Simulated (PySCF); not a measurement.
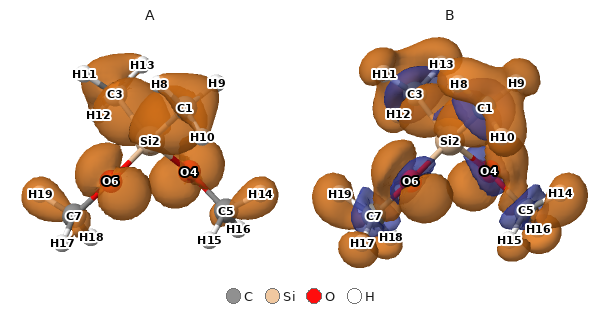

Figure. C4H12O2Si, SMILES `C[Si](C)(OC)OC`. The Fukui function f⁻ from two separate SCF calculations and the density of the HOMO, at ±0.015 e/Å³ (orange positive, blue negative).

Method: PBE0/def2-TZVP; geometry: GFN2-xTB; program: PySCF. No frequency check shows the geometry to be a minimum.

**Which panel is which, and how good is the frozen-orbital picture?**

B is f⁻ (it has negative regions), A the HOMO density. The HOMO lies on O4 and O6 (17 % each), C1 and C3 (15 % each) and Si2 (13 %); f⁻ (Hirshfeld-condensed) is largest on O4 and O6 (0.10 each), C1 and C3 (0.08 each) and Si2 (0.07); the vertical ionisation energy is 9.60 eV (the stability of the cation's solution wasn't checked). Relaxation shifts 32 % of the electron between atoms. The orbital energy is −7.82 eV.

Run time: 7.2 min on 1 thread of Arm Neoverse V2 (shared host), peak memory 1.5 GiB.
